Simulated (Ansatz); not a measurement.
# V2NO2 monolayer: phonons and vibrational spectra, part 2 of 2

Task: relax V2NO2 monolayer, then find its harmonic phonons.

Ansatz 0.2.0; DFT PBEsol, scalar-relativistic, plane waves, PAW; PAW set soft_1.

So far. Step 4 (Relaxing to small forces for the phonons): The largest force component left is 0.041 meV/Å, within the tolerances set.

## Step 5: Modes at Γ

The zone centre comes first: it holds the modes that light can see, as far as symmetry allows. No field response is asked, since the mesh shows no gap.

input.yaml

```yaml
crystal:
  lattice:
    - [2.8714334083, 0.0, 0.0]
    - [-1.4357167041, 2.4867342769, 0.0]
    - [0.0, 0.0, 32.6]
  atoms:
    - { symbol: "N", position: [0.0, 0.0, 0.3067484663] }
    - { symbol: V, position: [0.3333333333, 0.6666666667, 0.3417799602] }
    - { symbol: V, position: [0.6666666667, 0.3333333333, 0.2717169724] }
    - { symbol: O, position: [0.6666666667, 0.3333333333, 0.3723333869] }
    - { symbol: O, position: [0.3333333333, 0.6666666667, 0.2411635456] }
  periodic: [true, true, false]
kpoints:
  mp_grid: { grid: [18, 18, 1] }
hamiltonian:
  xc: pbesol
  pseudopotentials: { kind: paw, azcp: { folder: soft_1 }, xc_functional: pbe }
scf:
  occupations: { method: methfessel_paxton, width: 0.2 }
output:
  eigenvalues: true
phonons:
  method: dfpt
```

Run with:

```bash
$ ansatz run input.yaml --threads 8 --pin off --max-ram 16384MiB --backend cpu --events-out ev --progress --plain --runs-dir out
```

Numbers of over 12 decimals in the logs are rounded to 6 here.

The program printed:

```text
Warning: crystal.symmetry: narrowed to the stabiliser of the run's FFT grids — unitary ops 12 → 6. A phonons.method: dfpt run fills in the rows of the dynamical matrix that it does not solve by its symmetry operations, which is exact only for operations that map its FFT grids onto themselves: filled in by any other, the frequencies could depend on the order in which like atoms are typed, or, by more than the grids' own error, on where the crystal sits among the grids' points. Excluded: 6 operations. The run can therefore solve more perturbations, solve them on more k-points, or both, and cost more. [rest of the remark cut]
[...]
Crystal: 5 atoms, lattice volume = 232.780 Å³
Basis set: ecut = 420 eV, 4573 PW (Γ), exchange–correlation on 40×40×450 points (8 copies of the dense FFT grid, shifted against one another)
Bands: 27, of which v1, the nominal top of the filled ones, is band 22 counted from 1 (21 counted from 0)
Symmetry: 12 space group operations
k-points: 91 of 324 (irreducible under 2 space group operations, time reversal used)
[...]
SCF iter   1: F=—  HF=-7280.113190 eV  |F-HF|=—  |Δ(HF+E_count)|=         —  Δρ=9.84e-2  dr2=2.41e1  ethr=3.10e-3  ⟨swp⟩=12.2  Hψ=18090  notcnv=0
[...]
SCF iter  13: F=-7274.756040 eV  HF=-7274.756040 eV  |F-HF|=1.46e-11  |Δ(HF+E_count)|=  3.73e-10  S|Δr|=    0.00e0  Δρ=2.67e-8  dr2=1.40e-12  ethr=1.00e-12  ⟨swp⟩=14.8  Hψ=20522  notcnv=0
SCF 1 converged in 13 iterations: F = -7274.756040 eV  dr2 = 1.40e-12
[...]
DFPT response loops at Γ: preconditioner auto → none (partly filled bands, converged f_vac=0.783); β = 0.50; Broyden in place of MSR1
SCF converged after 13 iterations
[...]
Free energy (F): -7274.756040 eV
[...]
Internal energy: -7274.754212 eV  (E = F + TS)
E sigma→0 (E₀):  -7274.755583 eV
Entropy (-TS):   -0.001828 eV (-0.366 meV/atom)
Fermi energy:    -6.314225 eV
[...]
--- Band table (eV; the first three rows and the last of 91) ---
  k-point 0: bands = [... 18 lower, -8.7923, -8.7923, -7.4746, -7.4746, -6.4011, -6.2177, -6.2177, -4.8798, ... 1 higher]
  k-point 1: bands = [... 18 lower, -9.0149, -8.9882, -7.3387, -7.2757, -6.5091, -6.2069, -6.0630, -4.8958, ... 1 higher]
  k-point 2: bands = [... 18 lower, -9.3667, -8.8466, -7.2583, -6.9163, -6.4681, -6.1362, -5.8623, -4.9353, ... 1 higher]
  k-point 90: bands = [... 18 lower, -10.5030, -10.0230, -6.9395, -6.2686, -5.8332, -5.3571, -5.2248, -5.1765, ... 1 higher]
--- Phonons (Γ-DFPT): 10 representative perturbations + reference, on 91 of 324 k-points (Σ response iterations 61) ---
  ASR residual: 3.999e-5 → 0.000e0 eV/Å²; symmetrization residual: 9.273e-6 eV/Å²
  The last average, over the group as it would stand without the narrowing to the FFT grids, took up to 1.031e-6 eV/Å² of the zone centre's force constants
  ASR residual per site (eV/Å²): 3.06e-6 3.99e-5 4.00e-5 3.91e-5 3.94e-5
  Γ frequencies (cm⁻¹): 0.00 0.00 0.00 128.12 128.12 267.74 348.21 348.21 393.24 393.24 551.92 586.05 603.54 603.54 656.43
  non-analytic LO–TO correction: not included (Born effective charges unavailable; polar crystals: no LO–TO splitting at Γ)
```

Wall time 2.1 min (8 threads of Arm Neoverse V2, shared host); peak memory 2.2 GiB; 15 min of CPU time.

The column dr2 measures how far the density is from self-consistency, as an energy; F and HF (Harris–Foulkes) agree once it is small.

This run has no spin polarisation, although V can carry a moment.

This step gave:

| Quantity | Value |
| --- | --- |
| sum-rule residual before enforcement | 4.00e-5 eV/Å² |
| point group | -3m |
| highest optical mode at the zone centre (no LO-TO term) | 656.4 cm⁻¹ |
| lowest optical zone-centre mode | 128.1 cm⁻¹ |

Patterns of degenerate modes are one choice out of their space. Modes at Γ, with each element's share of the kinetic energy:

```csv
mode,frequency (cm⁻¹),symmetry,N %,V %,O %
1,0.0,acoustic,9,69,22
2,0.0,acoustic,9,69,22
3,0.0,acoustic,9,69,22
4,128.1,Eg,0,87,13
5,128.1,Eg,0,87,13
6,267.7,A1g,0,83,17
7,348.2,Eu,0,24,76
8,348.2,Eu,0,24,76
9,393.2,Eg,0,13,87
10,393.2,Eg,0,13,87
11,551.9,A1g,0,17,83
12,586.0,A2u,1,21,78
13,603.5,Eu,91,8,2
14,603.5,Eu,91,8,2
15,656.4,A2u,90,10,0
```

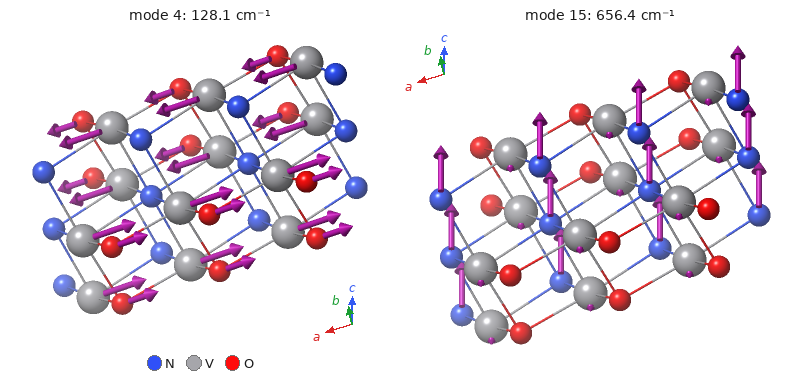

Displacement patterns of modes 4 and 15 at Γ; arrows are exaggerated. 3×2×1 cells are drawn. Some periodic images of atoms are drawn too.

Before it was imposed, the acoustic sum rule was missed by 4.0e-5 eV/Å². Small misses are needed for a sound result but don't prove that mesh and cutoff are converged. The lowest optical mode is real, 128 cm⁻¹.

## Step 6: The dispersion

Stability and thermal properties need the whole zone. Linear response on a 4×4×1 q mesh gives force constants as far as a supercell of that size would.

input.yaml, as its differences from that of step 5:

```diff
@@ -13,3 +13,3 @@
 kpoints:
-  mp_grid: { grid: [18, 18, 1] }
+  mp_grid: { grid: [20, 20, 1] }
 hamiltonian:
@@ -23 +23,10 @@
   method: dfpt
+  qmesh: [4, 4, 1]
+  temperatures: { t_max: 1000, t_step: 50 }
+  qpath:
+    path:
+      - [0.0, 0.0, 0.0]
+      - [0.5, 0.0, 0.0]
+      - [0.33333333, 0.33333333, 0.0]
+      - [0.0, 0.0, 0.0]
+    npoints: 10
```

The program printed:

```text
[...]
Crystal: 5 atoms, lattice volume = 232.780 Å³
Basis set: ecut = 420 eV, 4573 PW (Γ), exchange–correlation on 40×40×450 points (8 copies of the dense FFT grid, shifted against one another)
Bands: 27, of which v1, the nominal top of the filled ones, is band 22 counted from 1 (21 counted from 0)
Symmetry: 12 space group operations
k-points: 44 of 400 (irreducible under 6 space group operations, time reversal used)
[...]
SCF iter   1: F=—  HF=-7280.112599 eV  |F-HF|=—  |Δ(HF+E_count)|=         —  Δρ=9.83e-2  dr2=2.41e1  ethr=3.10e-3  ⟨swp⟩=12.0  Hψ=8684  notcnv=0
[...]
SCF iter  13: F=-7274.756050 eV  HF=-7274.756050 eV  |F-HF|=2.61e-10  |Δ(HF+E_count)|=  1.29e-10  S|Δr|=    0.00e0  Δρ=2.42e-8  dr2=8.83e-13  ethr=1.00e-12  ⟨swp⟩=14.8  Hψ=9965  notcnv=0
SCF 1 converged in 13 iterations: F = -7274.756050 eV  dr2 = 8.83e-13
[...]
phonons: the bands overlap, so this run is a metal and interpolates without the dipole-dipole term. If the crystal is really an insulator or semiconductor, its LO-TO splitting is missing
NSCF: frozen V_eff on 44 k-points
WARN: eigensolver did not converge (k=1): 1 band(s) unlocked after 2 eigensolves, warm-restarted (20 sweeps on the last) at ethr=1.29e-12 eV (storage-precision floor; scheduled 1.00e-12 eV) (lowest unlocked band 26, counted from 0; max residual 4.97e-4 eV among the unlocked bands, 4.97e-4 eV over every band; other slots of this pass that fall short are told together in one closing line; warning suppressed until the next SCF loop or pass starts)
WARN: eigensolver did not converge in 4 slots of this pass, the one above among them; of largest residual over every band (k=3): 1 band(s) unlocked (lowest unlocked band 26, counted from 0; max residual 1.29e-3 eV among the unlocked bands, 1.29e-3 eV over every band); of lowest unlocked band (k=1): band 26
[...]
DFPT response loops at q = (0, 0, 0) (fractional): preconditioner auto → none (partly filled bands, converged f_vac=0.783); β = 0.50; Broyden in place of MSR1
[...]
SCF converged after 13 iterations
[...]
Free energy (F): -7274.756050 eV
[...]
Internal energy: -7274.754559 eV  (E = F + TS)
E sigma→0 (E₀):  -7274.755677 eV
Entropy (-TS):   -0.001491 eV (-0.298 meV/atom)
Fermi energy:    -6.314303 eV
[...]
--- Band table (eV; the first three rows and the last of 44) ---
  k-point 0: bands = [... 18 lower, -8.7923, -8.7923, -7.4746, -7.4746, -6.4011, -6.2177, -6.2177, -4.8799, ... 1 higher]
  k-point 1: bands = [... 18 lower, -9.0218, -8.9554, -7.3572, -7.3088, -6.4991, -6.2095, -6.0838, -4.8929, ... 1 higher]
  k-point 2: bands = [... 18 lower, -9.2884, -8.8722, -7.2563, -6.9857, -6.4986, -6.1597, -5.9005, -4.9265, ... 1 higher]
  k-point 43: bands = [... 18 lower, -10.4875, -10.2946, -6.5555, -6.2921, -6.2724, -5.2147, -5.1870, -5.0598, ... 1 higher]
--- Phonons (Γ-DFPT): 10 representative perturbations + reference (Σ response iterations 48) ---
  ASR residual: 3.198e-5 → 0.000e0 eV/Å²; symmetrization residual: 6.414e-6 eV/Å²
[...]
ASR residual per site (eV/Å²): 3.20e-5 3.13e-5 2.98e-5 1.24e-5 1.37e-5
[...]
--- Phonons (arbitrary-q DFPT): 4 irreducible q on the 4×4×1 mesh ---
  q = [0.0000, 0.0000, 0.0000] (star 1, of the zone-centre solve; hermiticity 6.01e-7, symmetrization 7.93e-11, taken by the last average 7.05e-8): -0.00 -0.00 0.00 129.43 129.43 267.87 348.39 348.39 394.73 394.73 551.97 586.07 603.83 603.83 656.40
  q = [0.0000, 0.2500, 0.0000] (star 6, 15 solved perturbations on 210 of 400 k-point pairs; hermiticity 3.52e-7, symmetrization 7.75e-9, taken by the last average 2.23e-7): 38.87 58.05 125.14 128.20 185.98 236.34 351.54 364.99 393.68 429.34 540.03 551.22 588.87 599.45 643.27
[...]
q = [0.2500, 0.2500, 0.0000] (star 6, 10 solved perturbations in 3050 linear systems a pass and spin channel, the states on 400 of 400 k-point pairs; hermiticity 4.09e-7, symmetrization 6.09e-11, taken by the last average 6.23e-7): -204.80 -155.96 -87.17 114.32 152.64 203.28 366.01 421.35 444.45 451.25 512.50 535.84 599.80 619.76 626.36
  sum rule: each row above includes the acoustic sum rule's correction from the zone centre's row sums; it moved no ω² by more than (0.79 cm⁻¹)²
  mesh force constants: q→R imaginary residual 4.34e-18; ASR residual 3.198e-5 → 0.000e0 eV/Å²; symmetrization residual 7.105e-15 eV/Å²
  interpolated dispersion: 31 rows × 15 modes
  density of states and harmonic sums: on the 28×28×1 q-mesh, interpolated from the force constants of a 4×4×1 supercell (no non-analytic term)
  largest difference from the sums on the solved wave vectors: F 1.71e-2 eV, S 2.91e-5 and C_V 1.17e-5 eV/K
  zero-point energy: 0.312811 eV/cell   skipped modes (ω ≤ 0): 176, of them read as no rigid motion or as one in doubt: 173 (2.196e0 modes/cell left out, lowest -204.80 cm⁻¹)   left out of the sums: 1.47e-1 of the cell's modes: C_V's classical limit lies that fraction below 3 k_B per atom; for a crystal, a wire or a layer, F and S can be off by more, and a phonons.interpolated_qmesh denser along its periods is the remedy for the sampling
```

Wall time 16 min (8 threads); peak memory 5.2 GiB; 2 h of CPU time.

Numbers from this step:

| Quantity | Value |
| --- | --- |
| sum-rule residual before enforcement | 3.20e-5 eV/Å² |
| lowest frequency on the path | -203.4 cm⁻¹ |
| highest frequency on the path or at a solved wavevector | 657.4 cm⁻¹ |
| lowest optical zone-centre mode | 129.4 cm⁻¹ |
| lowest mode on the q mesh (acoustic modes at Γ apart) | -204.8 cm⁻¹ |

Frequencies (cm⁻¹) solved at each irreducible wavevector; negative means imaginary. Frequencies by wavevector, by row:

```csv
q in reciprocal lattice units,star,mode 1,mode 2,mode 3,mode 4,mode 13,mode 14,mode 15
0 0 0,1,0,0,0,129.4,603.8,603.8,656.4
0 0.25 0,6,38.9,58,125.1,128.2,588.9,599.5,643.3
0 -0.5 0,3,-203.4,-178.6,-108.4,-103.1,590.9,620.9,657.4
0.25 0.25 0,6,-204.8,-156,-87.2,114.3,599.8,619.8,626.4
```

Interpolated from a 4×4×1 q mesh. The phonon branches at the labelled points (cm⁻¹):

```csv
point,branch 1,branch 2,branch 3,branch 4,branch 12,branch 13,branch 14,branch 15
Γ,0,0,0,129,586,604,604,656
M,-203,-179,-108,-103,534,591,621,657
K,-134,-100,-100,75,516,613,615,615
Γ,0,0,0,129,586,604,604,656
```

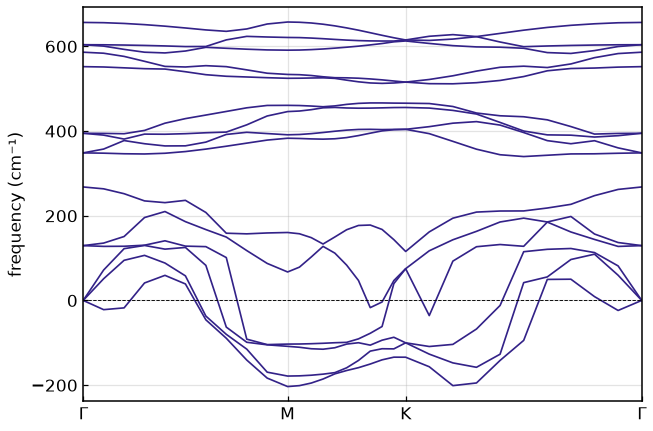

Phonon branches along the path.

The phonon density of states has structure finer than the step of the table below, so its rows give means over 50 cm⁻¹, whole bins alone (the curve runs from -205 to 655 cm⁻¹). Peaks (cm⁻¹: height): 125.0: 0.0364, 345.0: 0.0372, 375.0: 0.0328, 395.0: 0.0614, 455.0: 0.0414, 525.0: 0.0561, 595.0: 0.0771.

Tetrahedra on a 28×28×1 mesh, mean over bins of 10 cm-1. Interpolated from a 4×4×1 q mesh. Table of phonon density of states by wavenumber; means over each step:

```csv
wavenumber (cm⁻¹),phonon density of states (1/cm⁻¹/cell)
-150,0.0144
-100,0.0132
-50,0.00643
0,0.00524
50,0.0118
100,0.0177
150,0.0256
200,0.0148
250,0.00393
300,0
350,0.0191
400,0.0358
450,0.0251
500,0.0109
550,0.0283
600,0.0407
```

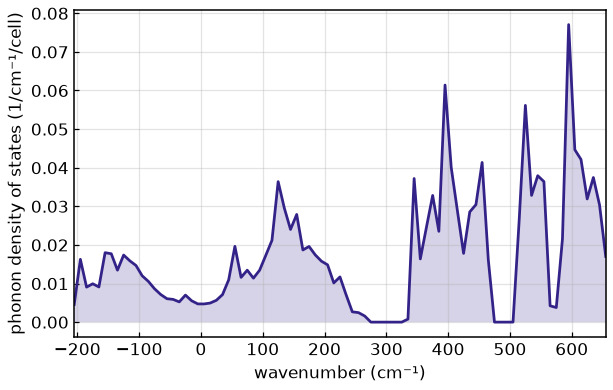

Phonon density of states against wavenumber.

The partial phonon density of states has structure finer than the step of the table below, so its rows give means over 50 cm⁻¹, whole bins alone (the curve runs from -213 to 686 cm⁻¹). Peaks (cm⁻¹: height): N 595.6: 0.0538; O 397.6: 0.0456, 454.2: 0.0339, 527.7: 0.0355; V -196.3: 0.0104, -128.5: 0.0164, -100.2: 0.0173, -26.6: 0.00837, 52.5: 0.0191, 126.1: 0.0289, 527.7: 0.00832.

Phonopy on the run's constants, 21x21x1 mesh, Gaussian sigma 6.4 cm-1. Interpolated from a 4×4×1 q mesh. Partial phonon density of states against wavenumber; means over each step; values in 1/cm⁻¹/cell:

```csv
wavenumber (cm⁻¹),N,O,V
-150,3.9e-4,0.00114,0.0131
-100,4.4e-4,9.5e-4,0.0130
-50,1.9e-4,3.7e-4,0.00527
0,1.8e-4,3.5e-4,0.00303
50,4.2e-4,8.7e-4,0.0110
100,5.6e-4,0.00198,0.0161
150,9.0e-4,0.00319,0.0209
200,4.3e-4,0.00187,0.0125
250,4.3e-5,5.6e-4,0.00340
300,2.7e-7,2.9e-5,2.5e-5
350,4.4e-4,0.0169,0.00178
400,8.0e-4,0.0326,0.00230
450,6.0e-4,0.0238,5.3e-4
500,9.1e-4,0.00853,0.00176
550,0.00196,0.0215,0.00511
600,0.0338,0.00277,0.00379
650,0.0179,0.00122,9.9e-4
```

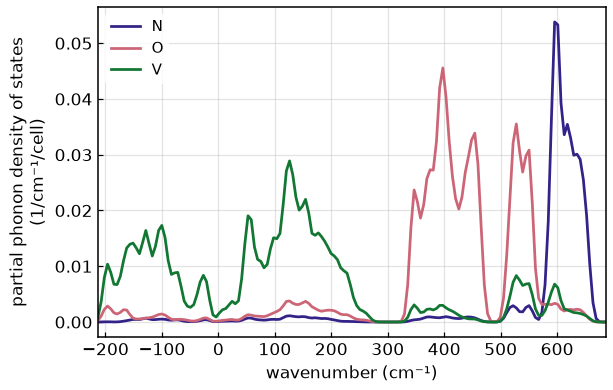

Partial phonon density of states against wavenumber.

Symmetry leaves 4 wavevectors to solve. The lowest mode among them, the acoustic zeros apart, lies at q = (0.25, 0.25, 0) and is imaginary, 204.8i cm⁻¹, so the energy falls along it.

## Step 7: Another isotope, element N, natural mass 14.007 amu

An isotope changes the mass and not the force constants, so no new electronic calculation is needed; the shifts show which modes move this element.

The same force constants with the mass of N changed from 14.007 to 15.000 u (phonopy, no LO-TO term). Both lists are sorted by frequency; levels can cross, so a row need not hold one and the same mode. Modes under 3 cm⁻¹ are left out. Isotope shifts, by row, the first 40 of 57 rows:

```csv
q,rank,natural mass (cm⁻¹),changed mass (cm⁻¹)
0 0 0,4,129.4,129.4
0 0 0,5,129.4,129.4
0 0 0,6,267.9,267.9
0 0 0,7,348.4,348.4
0 0 0,8,348.4,348.4
0 0 0,9,394.7,394.7
0 0 0,10,394.7,394.7
0 0 0,11,552,552
0 0 0,12,586.1,585.5
0 0 0,13,603.8,585.5
0 0 0,14,603.8,585.8
0 0 0,15,656.4,636.7
0 0.25 0,1,38.87,38.84
0 0.25 0,2,58.05,57.97
0 0.25 0,3,125.1,124.8
0 0.25 0,4,128.2,128
0 0.25 0,5,186,185.8
0 0.25 0,6,236.3,236.2
0 0.25 0,7,351.5,351.5
0 0.25 0,8,365,364.2
0 0.25 0,9,393.7,393.7
0 0.25 0,10,429.3,429.2
0 0.25 0,11,540,537.6
0 0.25 0,12,551.2,548.2
0 0.25 0,13,588.9,576.3
0 0.25 0,14,599.5,581
0 0.25 0,15,643.3,624.5
0 -0.5 0,1,-203.4,-203.4
0 -0.5 0,2,-178.6,-178.6
0 -0.5 0,3,-108.4,-108.1
0 -0.5 0,4,-103.1,-103
0 -0.5 0,5,67.18,67.18
0 -0.5 0,6,160.4,160.2
0 -0.5 0,7,382.9,382.9
0 -0.5 0,8,391.1,390.9
0 -0.5 0,9,445.9,444.8
0 -0.5 0,10,460.6,460.6
0 -0.5 0,11,524.5,522.5
0 -0.5 0,12,533.6,533.6
0 -0.5 0,13,590.9,572.9
```

A mode of this element alone would shift by -3.37 %. The highest zone-centre frequency without the field goes from 656.4 to 636.7 cm⁻¹ (-3.0 %). The product of the frequency ratios over all optical modes at Γ is 0.911; the product rule, (m/m′)^(3k/2) (M′/M)^(3/2) with k = 1 such atoms and M the mass of the cell, gives 0.911.

## Step 8: Isotope substitution, element O, natural mass 15.999 amu

The same for O, from 16.00 to 18.00 u.

The same force constants with the mass of O changed from 15.999 to 17.999 u (phonopy, no LO-TO term). Both lists are sorted by frequency; levels can cross, so a row need not hold one and the same mode. Modes under 3 cm⁻¹ are left out. Isotope shifts, by row, the first 40 of 57 rows:

```csv
q,rank,natural mass (cm⁻¹),changed mass (cm⁻¹)
0 0 0,4,129.4,128.4
0 0 0,5,129.4,128.4
0 0 0,6,267.9,264.9
0 0 0,7,348.4,333.2
0 0 0,8,348.4,333.2
0 0 0,9,394.7,375.2
0 0 0,10,394.7,375.2
0 0 0,11,552,526.2
0 0 0,12,586.1,560
0 0 0,13,603.8,603.2
0 0 0,14,603.8,603.2
0 0 0,15,656.4,656.3
0 0.25 0,1,38.87,38.79
0 0.25 0,2,58.05,57.86
0 0.25 0,3,125.1,123.7
0 0.25 0,4,128.2,127.5
0 0.25 0,5,186,184.3
0 0.25 0,6,236.3,233.8
0 0.25 0,7,351.5,333.6
0 0.25 0,8,365,347.3
0 0.25 0,9,393.7,372.4
0 0.25 0,10,429.3,406.1
0 0.25 0,11,540,516.5
0 0.25 0,12,551.2,528
0 0.25 0,13,588.9,586.2
0 0.25 0,14,599.5,599
0 0.25 0,15,643.3,640.2
0 -0.5 0,1,-203.4,-200.2
0 -0.5 0,2,-178.6,-177.4
0 -0.5 0,3,-108.4,-108.2
0 -0.5 0,4,-103.1,-103.1
0 -0.5 0,5,67.18,67.15
0 -0.5 0,6,160.4,158.4
0 -0.5 0,7,382.9,363.4
0 -0.5 0,8,391.1,369.6
0 -0.5 0,9,445.9,422
0 -0.5 0,10,460.6,434.4
0 -0.5 0,11,524.5,501.9
0 -0.5 0,12,533.6,511.1
0 -0.5 0,13,590.9,590.8
```

A mode of this element alone would shift by -5.72 %. The highest zone-centre frequency without the field goes from 656.4 to 656.3 cm⁻¹ (-0.0 %). The product of the frequency ratios over all optical modes at Γ is 0.731; the product rule, (m/m′)^(3k/2) (M′/M)^(3/2) with k = 2 such atoms and M the mass of the cell, gives 0.731.

## Step 9: Results

- space group after relaxation (within 0.01 Å): P-3m1
- area per atom: 1.43 Å²
- electronic character: no gap on this mesh
- highest optical mode at the zone centre (no LO-TO term): 656 cm⁻¹
- lowest optical zone-centre mode: 128 cm⁻¹
- lowest mode on the q mesh (acoustic modes at Γ apart): -205 cm⁻¹
- highest frequency on the path or at a solved wavevector: 657 cm⁻¹
- imaginary modes on the 4×4×1 q mesh: yes

What this shows: Modes are clearly imaginary (beyond 10i cm⁻¹) at 2 of the 4 irreducible wavevectors, most at q = (0.25, 0.25, 0) (204.8i cm⁻¹), so this structure is not a minimum of the energy. The optical modes at Γ span 128 to 656 cm⁻¹. The highest mode in this list at Γ, 656.4 cm⁻¹, is mostly motion of N (90 % of the kinetic energy). With no gap, or one that is small against the smearing, the frequencies hang on the k mesh and the smearing, most of all near Kohn anomalies. The phonon runs are without spin polarisation, although the cell has an odd electron count. In a sheet or slab the interpolated bending branch near Γ is rough, since the rotational sum rule isn't imposed. The PAW files were made for PBE and serve the other functionals too. A phonon run warned that its eigensolver left some bands unconverged in a pass. The starting cell was built on a prototype and not taken from a measurement. These are harmonic frequencies at zero temperature: anharmonic shifts, linewidths and thermal expansion are left out.

[Logs are printed without paths, hosts, clocks, repeated set-up lines and the standing remarks that a program may print on its own settings, such as how far it seeks lower states.]

[Hosts, paths, dates, database ids (printed as entryN), source tags and the programs' standing remarks are cut or masked in the printed files.]
